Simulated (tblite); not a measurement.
C5H10BrNSi: geometry relaxation (part 4 of 4)

The same run, continued: C5H10BrNSi; GFN2-xTB geometry optimisation, gas phase (tblite 0.8.0). It belongs to a series of runs on one base structure; here: constitutional isomer.

Geometry of the input (Å):
```
C  -2.5583  -0.3903  -0.1777
N  -1.2866  -0.0911  0.4218
C  -0.4521  0.7418  -0.4847
C  0.8237  0.2170  0.0677
C  1.9252  1.0039  0.7013
C  2.1619  0.2132  -0.5714
Si -0.0366  -1.1720  0.8230
Br -0.0580  -2.9569  -0.4313
H  -3.1341  0.5332  -0.3184
H  -2.4839  -0.8843  -1.1466
H  -3.1675  -1.0344  0.4756
H  -0.6147  1.8206  -0.3468
H  -0.5855  0.5349  -1.5518
H  1.8901  2.0860  0.6100
H  2.3940  0.6634  1.6079
H  2.2881  0.7680  -1.4817
H  2.8008  -0.6612  -0.4959
H  0.0846  -1.3854  2.2875
```

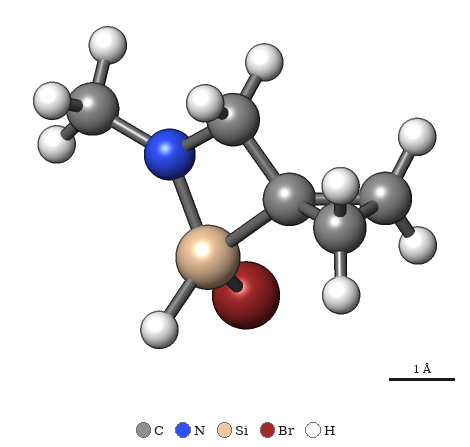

**Figure 1.** The geometry at step 83 of the log (ball-and-stick view, seen at a tilt).

### Trajectory as extended XYZ, continued
```
18
Properties=species:S:1:pos:R:3:forces:R:3 step=74 energy=-668.65975
C    -2.6730   -0.3589   -0.2389    0.0070  -0.0090  -0.0050
N    -1.2521   -0.3765   -0.0706    0.0220   0.0170  -0.0200
C    -0.4112    0.7235   -0.5274    0.0210   0.0100  -0.0020
C     0.8821    0.1974    0.0797    0.0060   0.0110   0.0110
C     1.9835    1.0510    0.6211    0.0040   0.0060   0.0070
C     2.2152    0.2185   -0.5997   -0.0140   0.0000   0.0060
Si   -0.0892   -1.2065    0.8700    0.0120  -0.0370  -0.0130
Br    0.3448   -3.2616    0.1512   -0.0210   0.0070   0.0120
H    -3.1348    0.4611    0.3251    0.0060   0.0000  -0.0270
H    -2.9261   -0.2404   -1.2970   -0.0060   0.0090   0.0190
H    -3.0842   -1.3016    0.1164   -0.0170  -0.0060  -0.0020
H    -0.7292    1.6871   -0.1103    0.0070  -0.0200  -0.0120
H    -0.3987    0.7965   -1.6208   -0.0240   0.0140   0.0170
H     1.9020    2.1222    0.5048   -0.0080   0.0050  -0.0130
H     2.4603    0.7528    1.5437   -0.0010   0.0070   0.0180
H     2.2885    0.7208   -1.5537    0.0000  -0.0140   0.0010
H     2.8483   -0.6538   -0.5165   -0.0010   0.0110  -0.0260
H    -0.2351   -1.3254    2.3113    0.0060  -0.0120   0.0310
18
Properties=species:S:1:pos:R:3:forces:R:3 step=77 energy=-668.66039
C    -2.6710   -0.3596   -0.2415    0.0190  -0.0050  -0.0030
N    -1.2491   -0.3827   -0.0774    0.0110  -0.0050   0.0050
C    -0.4092    0.7217   -0.5248    0.0030   0.0020  -0.0020
C     0.8836    0.1960    0.0822    0.0000  -0.0040   0.0070
C     1.9834    1.0554    0.6180    0.0000  -0.0010   0.0060
C     2.2149    0.2185   -0.5999    0.0010  -0.0020   0.0040
Si   -0.0886   -1.2104    0.8703   -0.0060   0.0170   0.0210
Br    0.3292   -3.2711    0.1656   -0.0120  -0.0120  -0.0050
H    -3.1331    0.4456    0.3423    0.0120   0.0180  -0.0020
H    -2.9249   -0.2114   -1.2945   -0.0070   0.0020  -0.0170
H    -3.0854   -1.3097    0.0884   -0.0040  -0.0200   0.0030
H    -0.7294    1.6818   -0.1040   -0.0030   0.0040   0.0130
H    -0.3972    0.8026   -1.6168   -0.0120   0.0050  -0.0140
H     1.8940    2.1254    0.4950    0.0020   0.0000  -0.0030
H     2.4656    0.7646    1.5402   -0.0080   0.0100   0.0160
H     2.2886    0.7155   -1.5565   -0.0120  -0.0080  -0.0010
H     2.8496   -0.6519   -0.5129    0.0100   0.0020  -0.0220
H    -0.2297   -1.3241    2.3147    0.0070  -0.0010  -0.0040
18
Properties=species:S:1:pos:R:3:forces:R:3 step=79 energy=-668.66065
C    -2.6691   -0.3606   -0.2425   -0.0020   0.0030   0.0060
N    -1.2474   -0.3841   -0.0791   -0.0050  -0.0130   0.0050
C    -0.4077    0.7211   -0.5240   -0.0100  -0.0020   0.0010
C     0.8844    0.1946    0.0840    0.0010   0.0020  -0.0070
C     1.9835    1.0562    0.6182   -0.0020  -0.0020   0.0000
C     2.2146    0.2185   -0.5995    0.0110   0.0020   0.0030
Si   -0.0895   -1.2112    0.8714    0.0120   0.0090   0.0030
Br    0.3245   -3.2728    0.1649   -0.0130  -0.0030   0.0010
H    -3.1298    0.4462    0.3400    0.0070   0.0200   0.0140
H    -2.9256   -0.2110   -1.2942    0.0020  -0.0070  -0.0370
H    -3.0858   -1.3098    0.0883    0.0070  -0.0120   0.0010
H    -0.7272    1.6803   -0.1005   -0.0080   0.0060   0.0110
H    -0.3989    0.8043   -1.6160    0.0060   0.0060  -0.0070
H     1.8917    2.1260    0.4934    0.0030  -0.0050   0.0000
H     2.4661    0.7679    1.5413   -0.0080   0.0080   0.0020
H     2.2855    0.7139   -1.5573   -0.0130   0.0010   0.0030
H     2.8524   -0.6498   -0.5150    0.0070  -0.0060  -0.0090
H    -0.2304   -1.3234    2.3150    0.0050  -0.0050   0.0120
18
Properties=species:S:1:pos:R:3:forces:R:3 step=81 energy=-668.66089
C    -2.6677   -0.3606   -0.2439   -0.0090   0.0020   0.0060
N    -1.2464   -0.3862   -0.0799   -0.0020  -0.0030  -0.0020
C    -0.4076    0.7204   -0.5229   -0.0080   0.0020   0.0020
C     0.8847    0.1935    0.0851    0.0000   0.0080  -0.0150
C     1.9829    1.0565    0.6187    0.0000   0.0000  -0.0070
C     2.2147    0.2186   -0.5989    0.0040  -0.0030  -0.0050
Si   -0.0894   -1.2117    0.8728    0.0190  -0.0100  -0.0100
Br    0.3187   -3.2745    0.1641   -0.0130   0.0060   0.0060
H    -3.1246    0.4501    0.3362   -0.0050   0.0070   0.0110
H    -2.9238   -0.2132   -1.2964    0.0050  -0.0100  -0.0250
H    -3.0854   -1.3088    0.0894    0.0020   0.0040   0.0000
H    -0.7270    1.6791   -0.0968   -0.0070  -0.0060   0.0050
H    -0.4012    0.8061   -1.6151    0.0150   0.0030   0.0090
H     1.8884    2.1257    0.4918    0.0070   0.0000   0.0010
H     2.4660    0.7718    1.5427   -0.0080  -0.0010  -0.0020
H     2.2827    0.7138   -1.5569   -0.0090   0.0090   0.0000
H     2.8528   -0.6497   -0.5181    0.0080  -0.0040   0.0060
H    -0.2268   -1.3247    2.3164    0.0020  -0.0040   0.0180
18
Properties=species:S:1:pos:R:3:forces:R:3 step=83 energy=-668.66106
C    -2.6672   -0.3601   -0.2446    0.0040  -0.0020   0.0020
N    -1.2463   -0.3856   -0.0772    0.0050   0.0030  -0.0030
C    -0.4083    0.7208   -0.5218    0.0030   0.0020   0.0040
C     0.8847    0.1942    0.0849    0.0010   0.0000  -0.0040
C     1.9828    1.0567    0.6194    0.0020   0.0000  -0.0090
C     2.2150    0.2193   -0.5986   -0.0050  -0.0030  -0.0080
Si   -0.0875   -1.2121    0.8734   -0.0020  -0.0070  -0.0030
Br    0.3124   -3.2754    0.1616   -0.0080   0.0040   0.0030
H    -3.1234    0.4566    0.3280   -0.0090  -0.0030   0.0020
H    -2.9204   -0.2226   -1.2997    0.0040  -0.0050  -0.0080
H    -3.0849   -1.3055    0.0960   -0.0110   0.0030   0.0040
H    -0.7275    1.6799   -0.0962   -0.0060  -0.0090   0.0050
H    -0.4024    0.8061   -1.6141    0.0130   0.0010   0.0100
H     1.8881    2.1257    0.4915    0.0090   0.0030   0.0030
H     2.4652    0.7732    1.5440   -0.0070  -0.0050  -0.0040
H     2.2817    0.7164   -1.5557   -0.0030   0.0070  -0.0030
H     2.8519   -0.6504   -0.5205    0.0060   0.0070   0.0110
H    -0.2225   -1.3307    2.3178    0.0040   0.0060  -0.0010
18
Properties=species:S:1:pos:R:3:forces:R:3 step=85 energy=-668.66116
C    -2.6671   -0.3601   -0.2448    0.0080  -0.0010  -0.0010
N    -1.2462   -0.3845   -0.0748    0.0010   0.0000   0.0000
C    -0.4083    0.7212   -0.5208    0.0060  -0.0010   0.0030
C     0.8850    0.1947    0.0848    0.0010  -0.0080   0.0080
C     1.9833    1.0571    0.6192   -0.0020  -0.0020  -0.0020
C     2.2151    0.2199   -0.5991   -0.0040   0.0030  -0.0020
Si   -0.0864   -1.2127    0.8734   -0.0120   0.0080   0.0050
Br    0.3079   -3.2758    0.1593   -0.0040  -0.0040  -0.0010
H    -3.1249    0.4601    0.3216   -0.0030   0.0010  -0.0010
H    -2.9184   -0.2306   -1.3015    0.0030  -0.0010  -0.0030
H    -3.0856   -1.3025    0.1018   -0.0110  -0.0090   0.0060
H    -0.7273    1.6804   -0.0960   -0.0060  -0.0020   0.0080
H    -0.4020    0.8056   -1.6129    0.0070   0.0020  -0.0010
H     1.8895    2.1263    0.4919    0.0060  -0.0010   0.0020
H     2.4642    0.7730    1.5444   -0.0020  -0.0050  -0.0070
H     2.2808    0.7185   -1.5555    0.0020  -0.0010  -0.0030
H     2.8526   -0.6495   -0.5207    0.0020   0.0110   0.0040
H    -0.2209   -1.3347    2.3181    0.0060   0.0110  -0.0130
18
Properties=species:S:1:pos:R:3:forces:R:3 step=87 energy=-668.66126
C    -2.6664   -0.3604   -0.2455   -0.0010   0.0000   0.0010
N    -1.2456   -0.3855   -0.0750   -0.0060   0.0000   0.0010
C    -0.4077    0.7207   -0.5191   -0.0010  -0.0020  -0.0010
C     0.8856    0.1936    0.0853   -0.0020  -0.0020   0.0070
C     1.9833    1.0574    0.6184   -0.0050   0.0000   0.0070
C     2.2150    0.2203   -0.5999    0.0000   0.0070   0.0050
Si   -0.0865   -1.2139    0.8735   -0.0050   0.0070   0.0000
Br    0.3036   -3.2770    0.1576   -0.0020  -0.0050   0.0010
H    -3.1237    0.4631    0.3164    0.0010   0.0060  -0.0010
H    -2.9171   -0.2361   -1.3030    0.0020  -0.0010  -0.0040
H    -3.0878   -1.2996    0.1061   -0.0020  -0.0130   0.0030
H    -0.7274    1.6789   -0.0924   -0.0020  -0.0010   0.0060
H    -0.4007    0.8072   -1.6110    0.0030   0.0030  -0.0050
H     1.8891    2.1267    0.4919    0.0000  -0.0020  -0.0010
H     2.4634    0.7737    1.5440    0.0100  -0.0070  -0.0060
H     2.2785    0.7194   -1.5563    0.0060  -0.0060  -0.0010
H     2.8550   -0.6471   -0.5207   -0.0020   0.0070  -0.0040
H    -0.2194   -1.3349    2.3181    0.0050   0.0080  -0.0060
18
Properties=species:S:1:pos:R:3:forces:R:3 step=89 energy=-668.66131
C    -2.6660   -0.3605   -0.2463   -0.0050  -0.0020   0.0020
N    -1.2453   -0.3875   -0.0767   -0.0030   0.0020  -0.0020
C    -0.4075    0.7201   -0.5182   -0.0050   0.0010  -0.0030
C     0.8857    0.1924    0.0860   -0.0030   0.0060  -0.0020
C     1.9827    1.0573    0.6182   -0.0010   0.0020   0.0060
C     2.2147    0.2207   -0.6001   -0.0010   0.0030   0.0030
Si   -0.0868   -1.2146    0.8734    0.0020  -0.0040  -0.0060
Br    0.3023   -3.2784    0.1580   -0.0030   0.0000   0.0040
H    -3.1210    0.4651    0.3145   -0.0020   0.0030  -0.0020
H    -2.9167   -0.2372   -1.3039   -0.0010  -0.0020  -0.0020
H    -3.0895   -1.2985    0.1074    0.0040  -0.0040  -0.0010
H    -0.7282    1.6770   -0.0889    0.0010  -0.0040   0.0020
H    -0.3997    0.8094   -1.6098    0.0000   0.0010  -0.0010
H     1.8873    2.1264    0.4914   -0.0010   0.0020   0.0010
H     2.4638    0.7743    1.5433    0.0130  -0.0080   0.0000
H     2.2774    0.7192   -1.5569    0.0040  -0.0030   0.0000
H     2.8559   -0.6457   -0.5210   -0.0010   0.0020  -0.0030
H    -0.2178   -1.3332    2.3179    0.0020   0.0040   0.0040
18
Properties=species:S:1:pos:R:3:forces:R:3 step=91 energy=-668.66135
C    -2.6663   -0.3605   -0.2465   -0.0020  -0.0030   0.0010
N    -1.2456   -0.3879   -0.0770    0.0020   0.0010  -0.0020
C    -0.4078    0.7200   -0.5178   -0.0010   0.0030   0.0000
C     0.8854    0.1925    0.0863    0.0000   0.0040  -0.0040
C     1.9823    1.0573    0.6189    0.0050   0.0000  -0.0010
C     2.2143    0.2215   -0.6000   -0.0010  -0.0020  -0.0010
Si   -0.0868   -1.2151    0.8727    0.0010  -0.0040  -0.0030
Br    0.3018   -3.2791    0.1580   -0.0030   0.0000   0.0030
H    -3.1201    0.4681    0.3109   -0.0020  -0.0030  -0.0030
H    -2.9164   -0.2409   -1.3049   -0.0050  -0.0030   0.0000
H    -3.0901   -1.2971    0.1108    0.0030   0.0040  -0.0040
H    -0.7288    1.6761   -0.0873    0.0000   0.0010  -0.0020
H    -0.3991    0.8104   -1.6094   -0.0050   0.0010   0.0020
H     1.8868    2.1263    0.4918    0.0000   0.0020   0.0070
H     2.4650    0.7732    1.5429    0.0070  -0.0030   0.0010
H     2.2775    0.7196   -1.5569    0.0000   0.0010   0.0000
H     2.8557   -0.6448   -0.5216    0.0010  -0.0010   0.0010
H    -0.2165   -1.3332    2.3174    0.0010   0.0040   0.0040
```

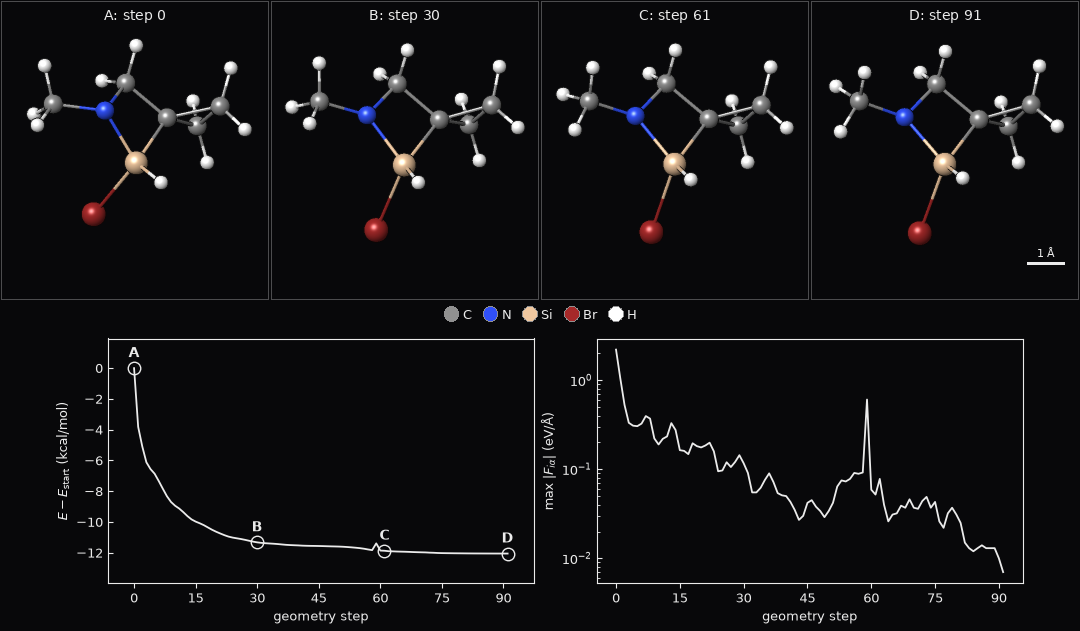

**Figure 2.** Frames of the relaxation (ball-and-stick view, seen at a tilt) above the curves, on which the letters mark them (steps are counted from 0).

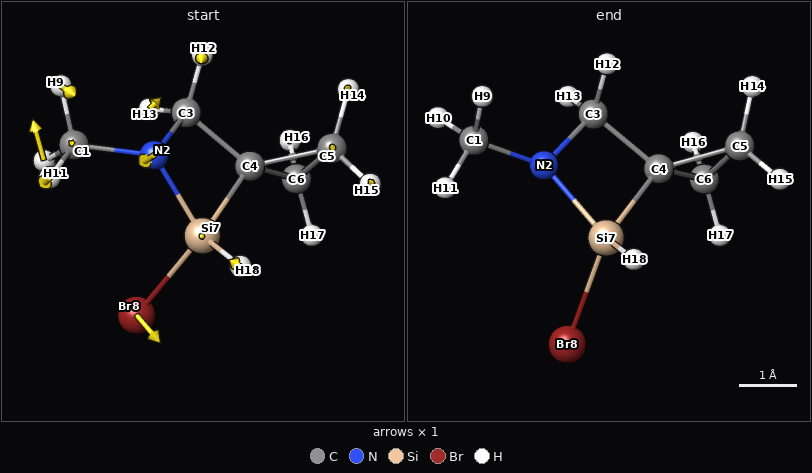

**Figure 3.** Before (left) and after (right) the relaxation, at one scale (ball-and-stick view, seen at a tilt). The yellow arrows give the displacements, at true length. The energy falls by 12.0 kcal/mol in 91 geometry steps. The largest force component goes from 2.2 to 0.007 eV/Å. The largest move after the best rigid fit is that of H10, 0.80 Å. By element the largest moves are H 0.80 Å, Br 0.75 Å, N 0.58 Å, C 0.14 Å, Si 0.09 Å. Distances before and after: C4–Si7 1.800 → 1.883 Å, Si7–Br8 2.182 → 2.219 Å, C3–C4 1.486 → 1.522 Å, N2–C3 1.487 → 1.457 Å. Among the angles that change: Br8–Si7–H18 116.8° → 105.1°, C1–N2–C3 111.0° → 121.4°, C1–N2–Si7 128.1° → 138.3°. (Atoms are counted from 1 in the order of the input.)
